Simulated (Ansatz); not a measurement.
## Sn wire along [111], 62 atoms a period, H-terminated: bands by functional

Wanted: the relaxed geometry and the bands of the Sn wire along [111], 62 atoms a period, H-terminated.

Main program and level: Ansatz 0.2.0; DFT PBE, plane waves, PAW; relaxation of a wire's period; PAW set soft_1, in the first sound run; inputs show where later runs differ.

### Step 1. The structure

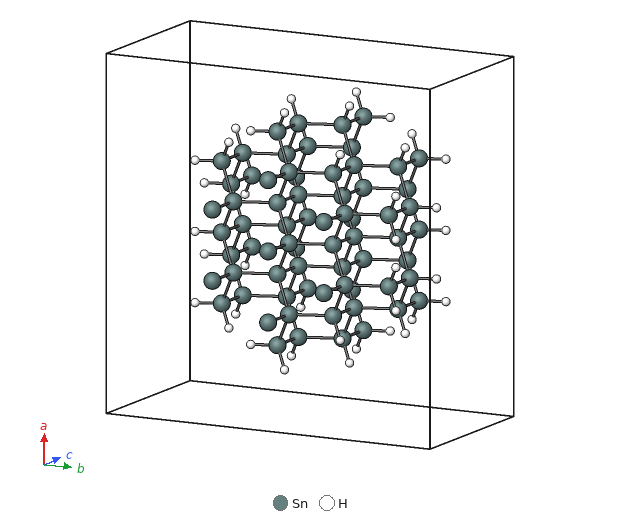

The starting structure, seen at a slant to the c axis (tin teal, hydrogen white). Some periodic images of atoms are drawn too.

The cell holds 104 atoms: 62 Sn and 42 H. Its edges and angles: a = 23.765 Å, b = 23.674 Å, c = 11.518 Å, α = 90.0°, β = 90.0°, γ = 90.0°. Vacuum lies along a and b. The structure's axis is c.

### Step 2. The relaxed wire

Band widths follow the bond lengths, so the wire is relaxed first. The atoms and the third cell vector are free; the box across stays fixed as vacuum. A Fermi-Dirac smearing is set since the result may be a metal. The pressure printed is a third of the stress's trace over the whole box, vacuum included; only the stress along the axis is relaxed.

The input, input.yaml:

```yaml
crystal:
  lattice:
    - [23.765, 0.0, 0.0]
    - [0.0, 23.674, 0.0]
    - [0.0, 0.0, 11.5181378703]
  atoms:
    - { symbol: Sn, position: [0.302124934, 0.500001844, 0.0] }
    - { symbol: Sn, position: [0.4010574, 0.672016573, 0.0] }
    - { symbol: Sn, position: [0.499989866, 0.500001844, 0.0] }
    - { symbol: Sn, position: [0.598922331, 0.672016573, 0.0] }
    - { symbol: Sn, position: [0.302124934, 0.500001844, 0.25] }
    - { symbol: Sn, position: [0.4010574, 0.327987115, 0.25] }
    - { symbol: Sn, position: [0.4010574, 0.672016573, 0.25] }
    - { symbol: Sn, position: [0.499989866, 0.500001844, 0.25] }
    - { symbol: Sn, position: [0.598922331, 0.327987115, 0.25] }
    - { symbol: Sn, position: [0.598922331, 0.672016573, 0.25] }
    - { symbol: Sn, position: [0.697854797, 0.500001844, 0.25] }
    - { symbol: H, position: [0.143067536, 0.47751018, 0.282688573] }
    - { symbol: H, position: [0.203192469, 0.372970443, 0.282688573] }
    - { symbol: H, position: [0.242000002, 0.305495451, 0.282688573] }
    - { symbol: H, position: [0.242000002, 0.649524909, 0.282688573] }
    - { symbol: H, position: [0.302124934, 0.200955714, 0.282688573] }
    - { symbol: H, position: [0.340932468, 0.821539638, 0.282688573] }
    - { symbol: H, position: [0.461182332, 0.821539638, 0.282688573] }
    - { symbol: H, position: [0.499989866, 0.200955714, 0.282688573] }
    - { symbol: H, position: [0.538797399, 0.821539638, 0.282688573] }
    - { symbol: H, position: [0.659047264, 0.821539638, 0.282688573] }
    - { symbol: H, position: [0.697854797, 0.200955714, 0.282688573] }
    - { symbol: H, position: [0.757979729, 0.305495451, 0.282688573] }
    - { symbol: H, position: [0.757979729, 0.649524909, 0.282688573] }
    - { symbol: H, position: [0.796787263, 0.372970443, 0.282688573] }
    - { symbol: H, position: [0.856912195, 0.47751018, 0.282688573] }
    - { symbol: Sn, position: [0.203192469, 0.442663601, 0.333333333] }
    - { symbol: Sn, position: [0.302124934, 0.270648872, 0.333333333] }
    - { symbol: Sn, position: [0.302124934, 0.61467833, 0.333333333] }
    - { symbol: Sn, position: [0.4010574, 0.442663601, 0.333333333] }
[... 68 atom lines left out ...]
    - { symbol: H, position: [0.757979729, 0.350478779, 0.967311427] }
    - { symbol: H, position: [0.796787263, 0.627033245, 0.967311427] }
    - { symbol: H, position: [0.856912195, 0.522493508, 0.967311427] }
    - { symbol: Sn, position: [0.4010574, 0.327987115, 0.0] }
    - { symbol: Sn, position: [0.598922331, 0.327987115, 0.0] }
    - { symbol: Sn, position: [0.697854797, 0.500001844, 0.0] }
kpoints:
  mp_grid: { grid: [1, 1, 7] }
scf:
  occupations: { method: fermi_dirac, width: 0.05 }
hamiltonian:
  xc: pbe
  pseudopotentials: { kind: paw, azcp: { folder: soft_1 } }
relax:
  cell: { fix: [a, b, alpha, beta, gamma] }
  max_steps: 45
  f_tol: 0.03
```

Command:

```bash
> ansatz run input.yaml --threads 16 --pin off --max-ram 61440MiB --backend cuda --events-out ev --progress --plain --runs-dir out --max-vram 78GiB
```

Numbers of over 12 decimals in the logs are rounded to 6 here.

Log:

```text
Engine: ansatz 0.2.0, aarch64-unknown-linux-gnu
Pseudopotentials: kind: paw
Pseudopotential: Sn, paw, valence charge 14, recommended cutoff 420 eV (normal), soft_1/Sn.paw.azcp
Pseudopotential: H, paw, valence charge 1, recommended cutoff 420 eV (normal), soft_1/H.paw.azcp
Functional definition: PBE
  parameter kappa = 0.804
  parameter beta = 0.066725
  exchange = pbe_x(kappa = kappa, mu = beta*pi^2/3)
  correlation = pbe_c(beta = beta)
[...]
Crystal: 104 atoms, lattice volume = 6480.250 Å³
Basis set: ecut = 420 eV, 126659 PW (Γ), exchange–correlation on 320×320×160 points (8 copies of the dense FFT grid, shifted against one another)
Bands: 559, of which v1, the nominal top of the filled ones, is band 455 counted from 1 (454 counted from 0)
Symmetry: 4 space group operations
Space group: P2/m (ITA 10), of the structure as read, at distance tolerance 1.9e-4 Å
k-points: 4 of 7
Non-local potential: Sn, projectors of the file, l = 0: 2, l = 1: 2, l = 2: 2, l = 3: 1
Non-local potential: H, projectors of the file, l = 0: 2, l = 1: 1
PAW form: soft (Blöchl's): semilocal exchange-correlation on the pseudo side does not see the compensation charge
PAW one-centre angular grid: Sn, 590 points (default); XC on 64 Gauss nodes
PAW one-centre angular grid: H, 110 points (default); XC on 64 Gauss nodes
Initial density: superposition of atomic densities (neutral atoms: chi_scale 0, normalization atom)
Initial wavefunctions: pseudopotential atomic-orbital guess
[...]
Functional: x = pbe(κ = 0.804, μ = 0.219515), c = pbe(β = 0.066725)
SCF iter   1: F=—  HF=-374165.819524 eV  |F-HF|=—  |Δ(HF+E_count)|=         —  Δρ=2.55e-2  dr2=4.54e1  ethr=3.10e-3  ⟨swp⟩=6.2  Hψ=9575  notcnv=0  defer=180
preconditioner: auto → Resta (q_TF=auto, 1.967 Å⁻¹)  ε∞=2.1  [insulator: Δε(μ)=0.381 eV  Ē_g=7.577 eV  σ=0.050 eV  W_gap=0.96  n_scr=846 (ndim 8)  ℏωp=7.9 eV  f_vac=0.542  D(μ)=0.25/eV (n_scr^D=0)  ε∞_Penn≈2.1  vacuum switching on, ρ_ref=4.2e-3 e/Å³]
SCF iter   2: F=—  HF=-374155.886127 eV  |F-HF|=—  |Δ(HF+E_count)|=    9.93e0  Δρ=1.01e-2  dr2=1.15e1  ethr=3.10e-3  ⟨swp⟩=3.0  Hψ=3045  notcnv=0  defer=339
[...]
SCF iter  13: F=-374153.784921 eV  HF=-374153.784921 eV  |F-HF|=1.17e-8  |Δ(HF+E_count)|=   1.98e-7  Δρ=3.15e-7  dr2=1.32e-8  ethr=1.10e-11  ⟨swp⟩=5.0  Hψ=6515  notcnv=0
SCF 1 converged in 13 iterations: F = -374153.784921 eV  dr2 = 1.32e-8
  greatest PAW one-centre occupation: 0.991 electrons in one spin orbital (limit 2), on the Sn atom at site 81 (counted from 0), in its partial waves of l = 2
relax step   1: F+E_penalty+E_count = -374153.78492111 eV  Δ(F+E_penalty+E_count) = +0.000e0 eV  max|allowed force component| = 2.259e-1 eV/Å  Δτ_max = 0.0000 Å  P = -0.301 GPa  Ω = 6480.250 Å³  fix = [a, b, alpha, beta, gamma]  reactions: a -0.323, b -0.323 GPa; alpha -0.000 GPa/rad  (13 SCF iters, dr2 threshold 1.00e-7 eV, accepted)
[...]
Crystal: 104 atoms, lattice volume = 6428.355 Å³
Basis set: ecut = 420 eV, 125547 PW (Γ), exchange–correlation on 320×320×160 points (8 copies of the dense FFT grid, shifted against one another)
[...]
iter 1 solved again at ethr=1.61e-4 eV; its pass at ethr=3.10e-3 eV (dr2=1.47e0 eV) is discarded
SCF iter   1: F=—  HF=-374153.762932 eV  |F-HF|=—  |Δ(HF+E_count)|=         —  Δρ=5.74e-3  dr2=1.47e0  ethr=1.61e-4  ⟨swp⟩=8.5  Hψ=11194  notcnv=0
preconditioner: auto → Resta (q_TF=auto, 1.970 Å⁻¹)  ε∞=1.5  [insulator: Δε(μ)=0.762 eV  Ē_g=18.952 eV  σ=0.050 eV  W_gap=1.00  n_scr=838 (ndim 8)  ℏωp=14.0 eV  f_vac=0.583  D(μ)=0.01/eV (n_scr^D=0)  ε∞_Penn≈1.5  vacuum switching on, ρ_ref=2.6e-2 e/Å³]
SCF iter   2: F=—  HF=-374153.553031 eV  |F-HF|=—  |Δ(HF+E_count)|=   2.10e-1  Δρ=2.77e-3  dr2=3.47e-1  ethr=1.61e-4  ⟨swp⟩=2.0  Hψ=2999  notcnv=0  defer=319
[...]
SCF iter   9: F=-374153.526567 eV  HF=-374153.526567 eV  |F-HF|=2.43e-7  |Δ(HF+E_count)|=   1.07e-6  Δρ=2.44e-6  dr2=7.46e-7  ethr=3.51e-10  ⟨swp⟩=4.0  Hψ=6518  notcnv=0
SCF 2 converged in 9 iterations: F = -374153.526567 eV  dr2 = 7.46e-7
  greatest PAW one-centre occupation: 0.991 electrons in one spin orbital (limit 2), on the Sn atom at site 7 (counted from 0), in its partial waves of l = 2
relax step   2: F+E_penalty+E_count = -374153.52656659 eV  Δ(F+E_penalty+E_count) = +2.584e-1 eV  max|allowed force component| = 7.457e-1 eV/Å  Δτ_max = 0.1941 Å  P = +0.275 GPa  Ω = 6428.355 Å³  energy of the carried Pulay correction = +3.932e-3 eV  fix = [a, b, alpha, beta, gamma]  (9 SCF iters, dr2 threshold 3.19e-6 eV, rejected (line search))
[...]
relax step   3: F+E_penalty+E_count = -374154.13383045 eV  Δ(F+E_penalty+E_count) = -3.489e-1 eV  max|allowed force component| = 6.528e-2 eV/Å  Δτ_max = 0.0944 Å  P = -0.096 GPa  Ω = 6465.787 Å³  energy of the carried Pulay correction = +1.093e-3 eV  fix = [a, b, alpha, beta, gamma]  reactions: a -0.113, b -0.113 GPa; alpha -0.000 GPa/rad  (14 SCF iters, accepted)
[...]
relax step   4: F+E_penalty+E_count = -374154.19705319 eV  Δ(F+E_penalty+E_count) = -6.322e-2 eV  max|allowed force component| = 3.678e-2 eV/Å  Δτ_max = 0.0553 Å  P = -0.010 GPa  Ω = 6467.317 Å³  energy of the carried Pulay correction = +9.770e-4 eV  fix = [a, b, alpha, beta, gamma]  reactions: a -0.017, b -0.018 GPa; alpha +0.000 GPa/rad  (9 SCF iters, dr2 threshold 2.66e-7 eV, accepted)
[...]
relax step   5: F+E_penalty+E_count = -374154.25952183 eV  Δ(F+E_penalty+E_count) = -6.247e-2 eV  max|allowed force component| = 3.724e-2 eV/Å  Δτ_max = 0.1305 Å  P = -0.001 GPa  Ω = 6477.898 Å³  energy of the carried Pulay correction = +1.775e-4 eV  fix = [a, b, alpha, beta, gamma]  reactions: a +0.002, b +0.001 GPa; alpha +0.000 GPa/rad  (10 SCF iters, dr2 threshold 8.46e-8 eV, accepted)
[...]
relax step   6: F+E_penalty+E_count = -374154.28161278 eV  Δ(F+E_penalty+E_count) = -2.209e-2 eV  max|allowed force component| = 5.604e-2 eV/Å  Δτ_max = 0.0947 Å  P = -0.016 GPa  Ω = 6479.633 Å³  energy of the carried Pulay correction = +4.655e-5 eV  fix = [a, b, alpha, beta, gamma]  reactions: a -0.015, b -0.016 GPa; alpha -0.000 GPa/rad  (11 SCF iters, dr2 threshold 8.67e-8 eV, accepted)
[...]
relax step   7: F+E_penalty+E_count = -374154.28716253 eV  Δ(F+E_penalty+E_count) = -5.550e-3 eV  max|allowed force component| = 3.983e-3 eV/Å  Δτ_max = 0.0228 Å  P = +0.002 GPa  Ω = 6474.700 Å³  energy of the carried Pulay correction = +4.191e-4 eV  fix = [a, b, alpha, beta, gamma]  reactions: a +0.004, b +0.003 GPa; alpha -0.000 GPa/rad  (8 SCF iters, dr2 threshold 1.96e-7 eV, accepted)
[...]
relax step   8: F+E_penalty+E_count = -374154.28673850 eV  Δ(F+E_penalty+E_count) = +4.240e-4 eV  max|allowed force component| = 3.994e-3 eV/Å  Δτ_max = 0.0000 Å  P = +0.002 GPa  Ω = 6474.700 Å³  fix = [a, b, alpha, beta, gamma]  reactions: a +0.004, b +0.003 GPa; alpha -0.000 GPa/rad  stress off target by 6.23e-4 GPa on what of the cell is left free  SCF on the basis re-selected at this cell (its energy is not comparable with the rows above)  (7 SCF iters)
[...]
- { symbol: Sn, position: [0.598746, 0.783793, 0.581172] }
    - { symbol: Sn, position: [0.695435, 0.272247, 0.581185] }
    - { symbol: Sn, position: [0.697236, 0.614324, 0.585196] }
    - { symbol: Sn, position: [0.794185, 0.443962, 0.581178] }
    - { symbol: H, position: [0.146078, 0.590868, 0.618006] }
    - { symbol: H, position: [0.244632, 0.762240, 0.617995] }
    - { symbol: H, position: [0.401436, 0.146880, 0.617992] }
    - { symbol: H, position: [0.598544, 0.146880, 0.617992] }
    - { symbol: H, position: [0.755347, 0.762240, 0.617995] }
    - { symbol: H, position: [0.853902, 0.590868, 0.618006] }
    - { symbol: H, position: [0.146078, 0.409132, 0.631994] }
    - { symbol: H, position: [0.244632, 0.237760, 0.632005] }
    - { symbol: H, position: [0.401436, 0.853120, 0.632008] }
    - { symbol: H, position: [0.598544, 0.853120, 0.632008] }
    - { symbol: H, position: [0.755347, 0.237760, 0.632005] }
    - { symbol: H, position: [0.853902, 0.409132, 0.631994] }
    - { symbol: Sn, position: [0.205795, 0.556038, 0.668822] }
    - { symbol: Sn, position: [0.304545, 0.727753, 0.668815] }
    - { symbol: Sn, position: [0.302744, 0.385676, 0.664804] }
    - { symbol: Sn, position: [0.401234, 0.216207, 0.668828] }
    - { symbol: Sn, position: [0.401302, 0.557198, 0.666671] }
    - { symbol: Sn, position: [0.499990, 0.385606, 0.666678] }
    - { symbol: Sn, position: [0.499990, 0.728642, 0.664790] }
    - { symbol: Sn, position: [0.598746, 0.216207, 0.668828] }
    - { symbol: Sn, position: [0.598677, 0.557198, 0.666671] }
    - { symbol: Sn, position: [0.695435, 0.727753, 0.668815] }
    - { symbol: Sn, position: [0.697236, 0.385676, 0.664804] }
    - { symbol: Sn, position: [0.794185, 0.556038, 0.668822] }
    - { symbol: Sn, position: [0.202708, 0.551224, 0.914922] }
    - { symbol: Sn, position: [0.307156, 0.732839, 0.914916] }
    - { symbol: Sn, position: [0.305213, 0.387110, 0.913794] }
    - { symbol: Sn, position: [0.395539, 0.215931, 0.914929] }
    - { symbol: Sn, position: [0.401118, 0.557304, 0.916695] }
    - { symbol: Sn, position: [0.499990, 0.385391, 0.916701] }
    - { symbol: Sn, position: [0.499990, 0.725775, 0.913781] }
    - { symbol: Sn, position: [0.604440, 0.215931, 0.914929] }
    - { symbol: Sn, position: [0.598862, 0.557304, 0.916695] }
    - { symbol: Sn, position: [0.692824, 0.732839, 0.914916] }
    - { symbol: Sn, position: [0.694767, 0.387110, 0.913794] }
    - { symbol: Sn, position: [0.797272, 0.551224, 0.914922] }
    - { symbol: H, position: [0.145661, 0.510493, 0.957558] }
    - { symbol: H, position: [0.192994, 0.617671, 0.974616] }
    - { symbol: H, position: [0.244973, 0.708066, 0.974614] }
    - { symbol: H, position: [0.245233, 0.352350, 0.964126] }
    - { symbol: H, position: [0.313782, 0.802798, 0.957562] }
    - { symbol: H, position: [0.331873, 0.186713, 0.957579] }
    - { symbol: H, position: [0.448007, 0.174268, 0.974633] }
    - { symbol: H, position: [0.499990, 0.795300, 0.964114] }
    - { symbol: H, position: [0.551973, 0.174268, 0.974633] }
    - { symbol: H, position: [0.668107, 0.186713, 0.957579] }
    - { symbol: H, position: [0.686198, 0.802798, 0.957562] }
    - { symbol: H, position: [0.755006, 0.708066, 0.974614] }
    - { symbol: H, position: [0.754747, 0.352350, 0.964126] }
    - { symbol: H, position: [0.806986, 0.617671, 0.974616] }
    - { symbol: H, position: [0.854319, 0.510493, 0.957558] }
    - { symbol: Sn, position: [0.401555, 0.328568, 0.000240209] }
    - { symbol: Sn, position: [0.598425, 0.328568, 0.000240209] }
    - { symbol: Sn, position: [0.697095, 0.500136, 0.000241394] }
```

Run time: 25 s. Hardware: 1 × NVIDIA GB200 with 16 threads of Arm Neoverse V2, shared host; peak memory 2.5 GiB.

Step by step:

```tsv
step	energy less that of the first step (eV)	largest force component (eV/Å)	pressure (GPa)	volume (Å³)
1	0.0000	0.2259	-0.30	6480.25
2	0.2584	0.7457	0.28	6428.35
3	-0.3489	0.0653	-0.10	6465.79
4	-0.4121	0.0368	-0.01	6467.32
5	-0.4746	0.0372	0.00	6477.90
6	-0.4967	0.0560	-0.02	6479.63
7	-0.5022	0.0040	0.00	6474.70
8	-0.5018	0.0040	0.00	6474.70
```

Relaxation step 2 was tried and not accepted.

The run keeps the 4 symmetry operations that it works with, so distortions that break them were not tested.

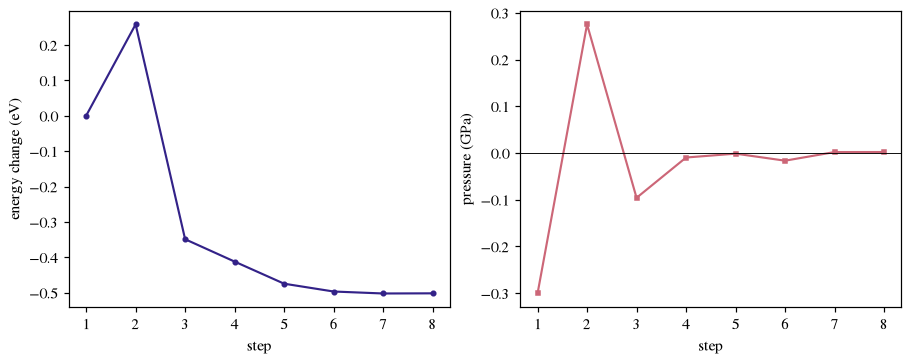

Energy and pressure along the relaxation.

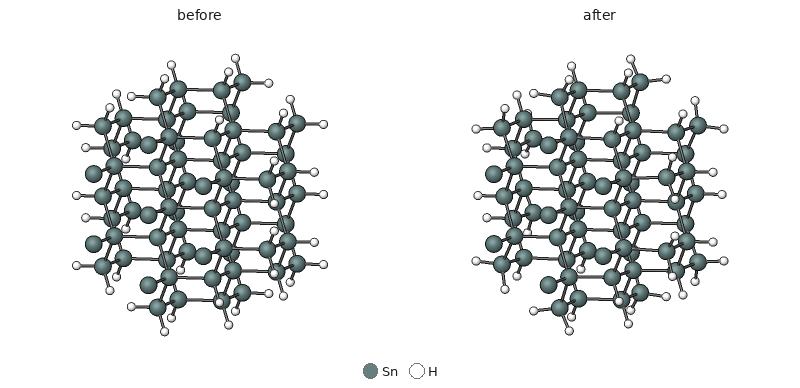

The structure before and after the relaxation, drawn at the same scale.

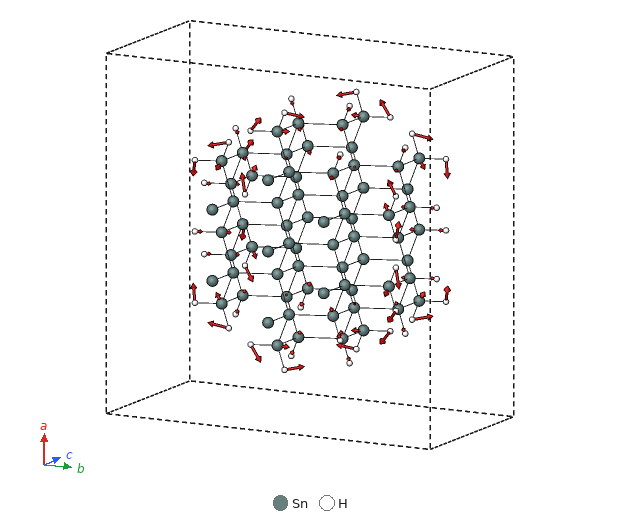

Displacements in the relaxation, exaggerated, measured against the changing cell; the longest in the cell stands for 0.34 Å. Some periodic images of atoms are drawn too.

```tsv
cell as run	before	after	change
c (Å)	11.518	11.508	-0.1 %
```

The atoms that moved most (Å, along periodic axes as changes of fractional coordinates times the final cell, across vacuum about the mean position):

```tsv
atom	dx	dy	dz	length
H14	0.071	-0.321	-0.084	0.339
H89	0.071	0.321	0.084	0.339
H23	-0.071	-0.321	-0.084	0.339
H98	-0.071	0.321	0.084	0.339
H95	0.313	-0.099	0.084	0.339
H20	0.313	0.099	-0.084	0.339
H93	-0.313	-0.099	0.084	0.339
H18	-0.313	0.099	-0.084	0.339
```

This step gave:

```yaml
energy_at_zero_smearing: -374154.2866 eV
cell_length_along_the_wire: 11.51 Å
```

The cell's length comes to 11.508 Å with spin left out.

(Part 1 of 2 ends here.)

[Logs are printed without paths, hosts, clocks, repeated set-up lines and the standing remarks that a program may print on its own settings, such as how far it seeks lower states.]

[Hosts, paths, dates, database ids (printed as entryN), source tags and the programs' standing remarks are cut or masked in the printed files.]
